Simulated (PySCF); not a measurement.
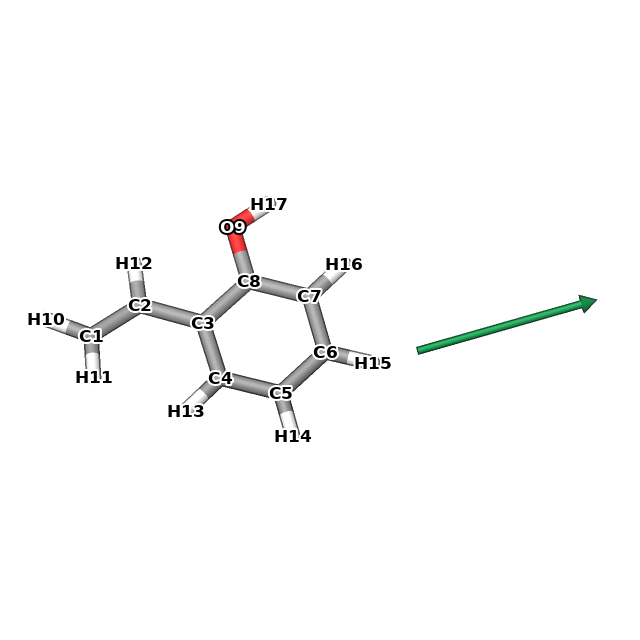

The arrow beside the molecule shows the direction of the dipole moment, from the negative to the positive end (its length means nothing). The computed structure is the end point of a GFN2-xTB optimisation. No frequency run is at hand to confirm it as a minimum. Properties computed with PBE0/pcSseg-1, gas phase (PySCF 2.14.0).

Q: How large is the dipole moment?

A: 1.62 D; it points from the side of H10 to the side of H15, H16 (the outermost atoms at the two ends).
